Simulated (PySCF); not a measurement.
```xyz
16

F     3.1458   -1.0529    0.9453
C     2.6634   -0.3419   -0.0939
C     1.4788    0.4945    0.1516
C     0.1625   -0.3214    0.1487
C    -1.0404    0.5743    0.4202
C    -2.3328   -0.2306    0.4252
F    -3.4028    0.5936    0.6775
H     2.9350   -0.7618   -1.0465
H     1.5779    0.9791    1.1256
H     1.4209    1.2614   -0.6225
H     0.0482   -0.8123   -0.8198
H     0.2275   -1.0957    0.9153
H    -0.9305    1.0657    1.3890
H    -1.1106    1.3508   -0.3444
H    -2.3302   -0.9920    1.2123
H    -2.5203   -0.7018   -0.5455
```

Geometry: GFN2-xTB.

All numbers below come from UKS B3LYP, pcH-1 on C F H, non-relativistic, mean-field spin-orbit, GIAO (PySCF 2.14.0, density-fitted response routines).

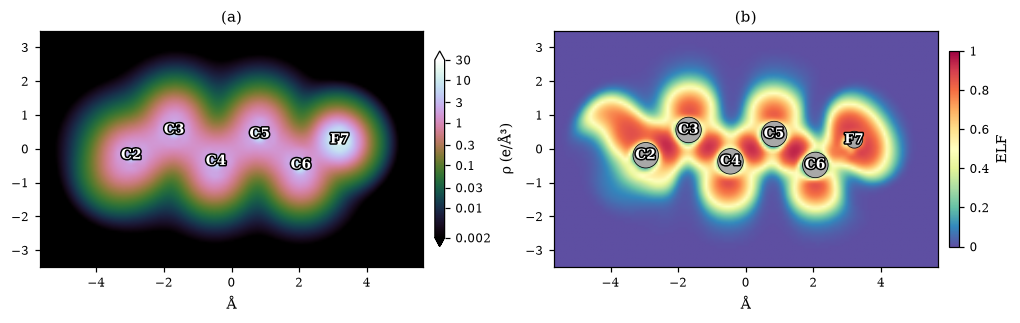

C$_{5}$H$_{9}$F$_{2}$ (doublet). (a) electron density; (b) electron localisation function on the plane of atoms C2, C3 and C4. Grey discs cover the atomic cores in the ELF map.

**What does the map show?**

Atoms in the plane: C and F. C–F (1.37 Å): ρ is about 1.8 e/Å³ halfway, with its minimum of 1.4 e/Å³ about 0.5 Å from C; the ELF peaks at about 0.80 between the atoms; a shared but strongly polarised pair. C–C (1.47 Å): ρ is about 1.5 e/Å³ halfway; the ELF peaks at about 0.95 between the atoms; localised, covalent bonding. C–C (1.52 Å): ρ at the midpoint is about 1.4 e/Å³; the ELF peaks at about 0.95 between the atoms; a covalent bond. The ELF also peaks beside F7, away from the bonds: non-bonding electrons, paired or unpaired.
